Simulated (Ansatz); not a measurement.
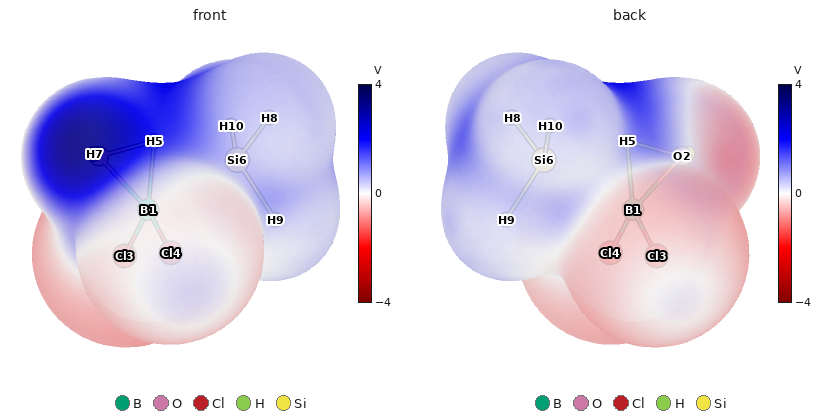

BCl₂H₂O···H₃Si. The molecular electrostatic potential painted on the density surface at 0.002 e/bohr³, seen from the front and from behind; the colour scale runs from red (negative) to blue (positive).

A transition-state structure; geometry: PBE0-D4/def2-TZVP.

All numbers below come from RKS PBE0-D4/def2-TZVPP (Ansatz 0.2.0).

```xyz
10

B    -0.6658    0.6298   -0.1722
O     0.3929    1.7425   -0.3435
Cl   -1.6138    0.3814   -1.6662
Cl   -1.5714    0.8350    1.3753
H     0.7637    0.5930   -0.1081
Si    0.4633   -1.2697    0.0672
H     0.4145    2.2742    0.4642
H     1.3519   -1.3718    1.2585
H    -0.7370   -2.1109    0.2721
H     1.2016   -1.7035   -1.1471
```

### Which sites attract a positive test charge, and which a negative one?

A positive charge is drawn to the negative regions and a negative charge to the positive ones. The most negative region (about −0.7 V) lies over O2, the most positive (about +3.2 V) over H7.
